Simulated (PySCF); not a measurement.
Molecule: SMILES CC([OH2+])CO (charge +1). Atoms near the plane z = 0.0 Å, at the B3LYP/def2-SVP optimised geometry (x, y, z in Å): C2 (0.3, -0.1, 0.0), O3 (-0.1, 1.3, 0.0), H9 (1.4, -0.1, 0.0), H10 (0.5, 1.9, 0.5), H11 (-0.1, 1.5, -1.0).

Method: B3LYP/def2-TZVP in PySCF. Cells within 0.4 Å of a nucleus heavier than hydrogen are left out (blank, or x). The values are rescaled to run from 0 to 1.

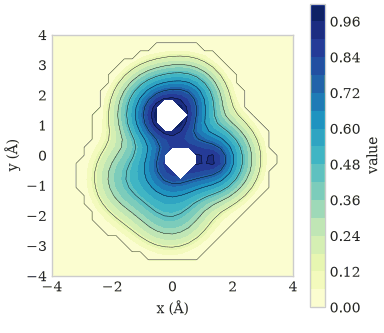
Figure. a field on the plane z = 0.0 Å.

### Question
Which quantity is mapped?
(A) Laplacian of the electron density
(B) deformation density (molecule minus spherical neutral atoms)
(C) log10 of the electron density
(D) an orbital amplitude

### Answer
C, log10 of the electron density. In full: log10 of the electron density (e/bohr³), floored at −4.
